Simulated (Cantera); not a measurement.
Charge: 1 mol Si3N4, 1.9 mol H2O, 63 mol N2, equilibrated at 940 Pa.

Equilibrium computed with Cantera from the NASA thermochemical tables; the gas is ideal and each condensed phase is pure. Candidate condensed phases: H2O, Si, SiO2, Si2N2O, Si3N4; 35 gas species. The tables' values for SiN are old estimates; treat these amounts as uncertain. Kinetics and transport are ignored.

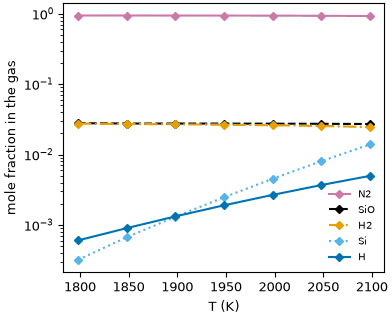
Figure. Equilibrium gas composition (values under 1e-9 drawn at 1e-9)

Q: Read off the mole fractions at 1898 K.

A: N2 about 0.94, SiO about 0.028, H2 about 0.027, H about 0.0013, Si about 0.0013.
